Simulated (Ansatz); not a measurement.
**Run report: SiAsNH6, geometry relaxation**

The run: geometry relaxation of SiAsNH6. Method and program: RKS PBE0-D4/def2-TZVP (Ansatz 0.2.0).

Figures and captions count atoms from 1; the log counts them from 0 in places.

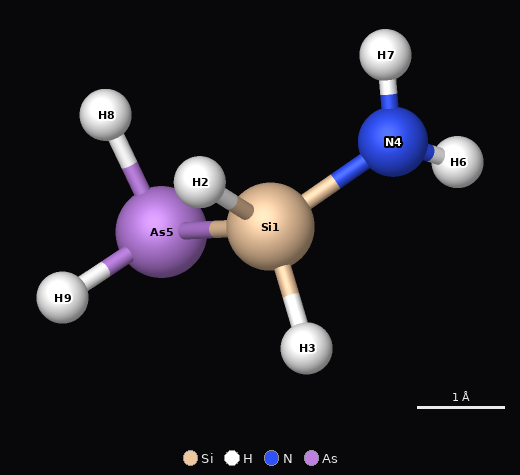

**Figure 1.** The structure as given in the input (ball-and-stick view, seen at a tilt; atoms are numbered from 1 in the order of the input).

### Key numbers

- outcome: converged
- total energy: −70296.0719 eV
- mean-field energy: −70295.9175 eV
- dispersion energy: −0.1544 eV
- SCF solution under orbital rotations: stable
- largest force (length of the vector) at the end: 0.005 eV/Å
- dipole moment: 1.32 D
- hardware: 8 threads of Arm Neoverse V1, 23 GiB of memory available, shared host
- wall time: 4.7 s (CPU time 33 s)
- peak memory: 0.67 GiB

### Input file
```yaml
crystal:
  periodic: [false, false, false]
  atoms:
    - {symbol: Si, position_ang: [-0.142232, 0.557379, -1.161983]}
    - {symbol: H, position_ang: [1.207421, -0.003517, -0.897976]}
    - {symbol: H, position_ang: [-1.152802, -0.532467, -1.209292]}
    - {symbol: N, position_ang: [-0.076169, 1.304612, -2.709606]}
    - {symbol: As, position_ang: [-0.835781, 2.005018, 0.591382]}
    - {symbol: H, position_ang: [-0.915531, 1.666670, -3.133283]}
    - {symbol: H, position_ang: [0.719443, 1.874310, -2.948760]}
    - {symbol: H, position_ang: [0.543929, 2.640005, 0.704080]}
    - {symbol: H, position_ang: [-0.514968, 0.964295, 1.655679]}
basis:
  gaussian: {orbitals: def2-TZVP}
hamiltonian: {xc: pbe0, dispersion: d4}
relax: {f_tol: 0.005, max_steps: 200}
```

Command:
```bash
ansatz run in.yaml --threads 8 --pin off --events-out ev --progress --plain --max-ram 19148MiB
```

### What the program printed
```
Functional definition: PBE0
  name "PBE0"
  cite "Adamo & Barone, J. Chem. Phys. 110, 6158 (1999) doi:10.1063/1.478522"
  cite "Perdew, Burke & Ernzerhof, Phys. Rev. Lett. 77, 3865 (1996) doi:10.1103/PhysRevLett.77.3865"
  parent pbe
  parameter a = 0.25
  parameter kappa = 0.804
  parameter beta = 0.06672455060314922
  exchange = (1 - a)*pbe_x(kappa = kappa, mu = beta*pi^2/3) + a*exact_x
  correlation = pbe_c(beta = beta)
1110 factors; their error is unknown
mean field evaluation 1: about -70289.6293 eV, gradient 5.7e1 eV
mean field evaluation 2: about -70280.2357 eV, gradient 8.2e1 eV
mean field evaluation 4: about -70295.6228 eV, gradient 2.2e0 eV
mean field evaluation 8: about -70295.9174 eV, gradient 7.5e-2 eV
mean field evaluation 16: about -70295.9174 eV, gradient 2.4e-5 eV
mean field -70295.91740929 eV, -2583.3273165072 hartree, gradient 2.4e-5 eV, S^2 0.000000; 0 other end points of the search recorded, 0 dependent functions left out
the calculation of the forces begins
reference -70295.91744032 eV, -2583.3273176475 hartree; 30, 30 occupied and 122, 122 virtual orbitals, 1110 factors
relax step   1: F+E_penalty+E_count = -70296.07180871 eV  Δ(F+E_penalty+E_count) = +0.000e0 eV  max|allowed force component| = 1.612e-2 eV/Å  Δτ_max = 0.0000 Å  (26 SCF iters, accepted)
these checks for a lower state are left out or cut short: starts, cluster_reference, orbital_swaps, neighbouring_geometries, increment
1110 factors; their error is unknown
mean field -70295.91746918 eV, -2583.3273187081 hartree, gradient 1.9e-5 eV, S^2 0.000000; 0 other end points of the search recorded, 0 dependent functions left out
the calculation of the forces begins
reference -70295.91750021 eV, -2583.3273198486 hartree; 30, 30 occupied and 122, 122 virtual orbitals, 1110 factors
relax step   2: F+E_penalty+E_count = -70296.07186523 eV  Δ(F+E_penalty+E_count) = -5.652e-5 eV  max|allowed force component| = 5.696e-3 eV/Å  Δτ_max = 0.0045 Å  (32 SCF iters, accepted)
these checks for a lower state are left out or cut short: starts, cluster_reference, orbital_swaps, neighbouring_geometries, increment
1110 factors; their error is unknown
mean field -70295.91747667 eV, -2583.3273189833 hartree, gradient 1.9e-5 eV, S^2 0.000000; 0 other end points of the search recorded, 0 dependent functions left out
the calculation of the forces begins
reference -70295.91750770 eV, -2583.3273201238 hartree; 30, 30 occupied and 122, 122 virtual orbitals, 1110 factors
relax step   3: F+E_penalty+E_count = -70296.07187510 eV  Δ(F+E_penalty+E_count) = -9.873e-6 eV  max|allowed force component| = 4.063e-3 eV/Å  Δτ_max = 0.0050 Å  (32 SCF iters, accepted)
1110 factors; their error is unknown
mean field evaluation 32: about -70295.6352 eV, gradient 1.4e-4 eV
```

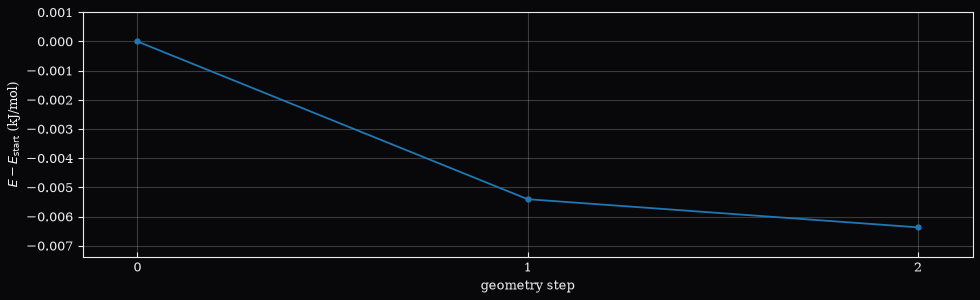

**Figure 2.** Progress of the relaxation, step by step (the first geometry is step 0 here and step 1 in the log). Over 2 geometry steps the energy falls by 0.01 kJ/mol. The largest force component goes from 0.016 to 0.0041 eV/Å. H9 moves most after the best rigid fit: 0.009 Å. By element the largest moves are H 0.009 Å, Si 0.003 Å, As 0.002 Å, N 0.002 Å. (Atoms are counted from 1 in the order of the input.)

```
mean field -70295.91747667 eV, -2583.3273189833 hartree, gradient 1.9e-5 eV, S^2 0.000000; 1 other end points of the search recorded, 0 dependent functions left out
the calculation of the forces begins
reference -70295.91750770 eV, -2583.3273201238 hartree; 30, 30 occupied and 122, 122 virtual orbitals, 1110 factors
Total energy: -70296.07190613 eV, -2583.3329941615 hartree
Atom 0 at    -0.143466     0.560267    -1.162017 Å, force    -0.003545     0.000130    -0.002596 eV/Å
Atom 1 at     1.205152    -0.001335    -0.892723 Å, force    -0.000629     0.001251    -0.000115 eV/Å
Atom 2 at    -1.154167    -0.529710    -1.205396 Å, force     0.000042    -0.000321    -0.003119 eV/Å
Atom 3 at    -0.075291     1.304386    -2.710950 Å, force     0.001705    -0.001352     0.002489 eV/Å
Atom 4 at    -0.836555     2.006305     0.593021 Å, force     0.003147    -0.003837     0.001207 eV/Å
Atom 5 at    -0.914768     1.663291    -3.137127 Å, force    -0.000231    -0.001387     0.000663 eV/Å
Atom 6 at     0.719363     1.875694    -2.949562 Å, force    -0.000550    -0.000342    -0.000514 eV/Å
Atom 7 at     0.544129     2.639466     0.704824 Å, force    -0.000046     0.001795     0.003528 eV/Å
Atom 8 at    -0.511086     0.957940     1.650171 Å, force     0.000108     0.004063    -0.001544 eV/Å
Dipole moment:     0.076892     0.149221    -0.216944 e Å
```

### Trajectory as extended XYZ (Å, eV, eV/Å), 3 frames, from step=1 to step=3
```
9
Properties=species:S:1:pos:R:3:forces:R:3 step=1 energy=-70296.07181
Si   -0.1422    0.5574   -1.1620   -0.0069   0.0038  -0.0161
H     1.2074   -0.0035   -0.8980    0.0018  -0.0024   0.0076
H    -1.1528   -0.5325   -1.2093    0.0001  -0.0021   0.0066
N    -0.0762    1.3046   -2.7096    0.0046   0.0017   0.0018
As   -0.8358    2.0050    0.5914   -0.0060   0.0137  -0.0091
H    -0.9155    1.6667   -3.1333   -0.0016  -0.0017   0.0010
H     0.7194    1.8743   -2.9488    0.0003   0.0010  -0.0013
H     0.5439    2.6400    0.7041    0.0005  -0.0006   0.0020
H    -0.5150    0.9643    1.6557    0.0072  -0.0135   0.0074
9
Properties=species:S:1:pos:R:3:forces:R:3 step=2 energy=-70296.07187
Si   -0.1435    0.5584   -1.1626    0.0039   0.0042  -0.0057
H     1.2057   -0.0022   -0.8948    0.0000  -0.0022   0.0010
H    -1.1538   -0.5319   -1.2076   -0.0004   0.0009   0.0004
N    -0.0757    1.3046   -2.7106    0.0005  -0.0019   0.0027
As   -0.8357    2.0054    0.5917   -0.0046   0.0055   0.0039
H    -0.9150    1.6649   -3.1360   -0.0009  -0.0015   0.0006
H     0.7194    1.8755   -2.9488   -0.0001  -0.0002  -0.0003
H     0.5440    2.6401    0.7056    0.0007   0.0001  -0.0022
H    -0.5121    0.9617    1.6533    0.0008  -0.0047  -0.0004
9
Properties=species:S:1:pos:R:3:forces:R:3 step=3 energy=-70296.07187
Si   -0.1435    0.5603   -1.1620   -0.0035   0.0001  -0.0026
H     1.2052   -0.0013   -0.8927   -0.0006   0.0013  -0.0001
H    -1.1542   -0.5297   -1.2054    0.0000  -0.0003  -0.0031
N    -0.0753    1.3044   -2.7109    0.0017  -0.0014   0.0025
As   -0.8366    2.0063    0.5930    0.0031  -0.0038   0.0012
H    -0.9148    1.6633   -3.1371   -0.0002  -0.0014   0.0007
H     0.7194    1.8757   -2.9496   -0.0006  -0.0003  -0.0005
H     0.5441    2.6395    0.7048    0.0000   0.0018   0.0035
H    -0.5111    0.9579    1.6502    0.0001   0.0041  -0.0015
```

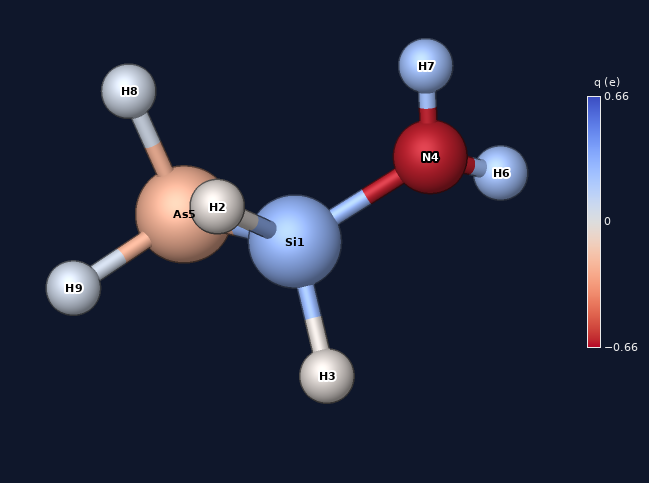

**Figure 3.** Mulliken charges, as the colour of each atom (ball-and-stick view, seen at a tilt; atoms are numbered from 1 in the order of the input). By element: Si +0.29, H −0.02 to +0.24, N −0.63 and As −0.23 e.
